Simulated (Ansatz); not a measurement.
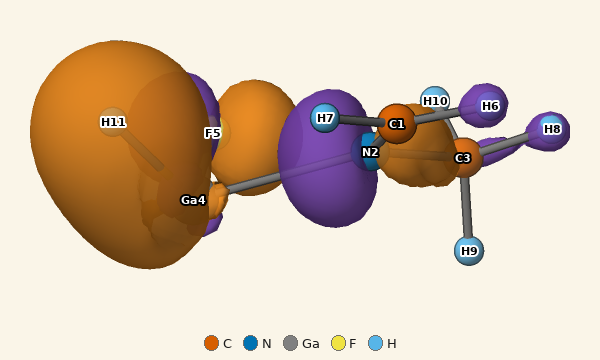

The picture shows: C2H6FGaN (doublet). The HOMO−1 (α) at ±0.15 Å⁻³ᐟ² (orange and purple are the two phases), seen from one side.

Geometry: PBE0-D4/def2-TZVP.

Level of theory: Ansatz, UKS PBE0-D4/def2-TZVPP.

```yaml
atoms:
  - { symbol: C, position_ang: [-0.7428, 1.2409, -0.3853] }
  - { symbol: N, position_ang: [-0.0199, 0.2512, -0.0792] }
  - { symbol: C, position_ang: [0.2271, -0.8045, -1.0379] }
  - { symbol: Ga, position_ang: [0.9676, 0.0678, 1.7769] }
  - { symbol: F, position_ang: [0.7925, -1.7240, 1.7928] }
  - { symbol: H, position_ang: [-1.1847, 1.3474, -1.3774] }
  - { symbol: H, position_ang: [-0.9300, 2.0100, 0.3600] }
  - { symbol: H, position_ang: [-0.3413, -0.6561, -1.9595] }
  - { symbol: H, position_ang: [1.2953, -0.8360, -1.2611] }
  - { symbol: H, position_ang: [-0.0294, -1.7548, -0.5681] }
  - { symbol: H, position_ang: [-0.0345, 0.8579, 2.7389] }
```

Question: Describe this orbital and give its energy.

Answer: It lies mainly on H11 (about 30 %), Ga4 (about 25 %), F5 (about 20 %) and N2 (about 15 %). Its energy is −8.77 eV.
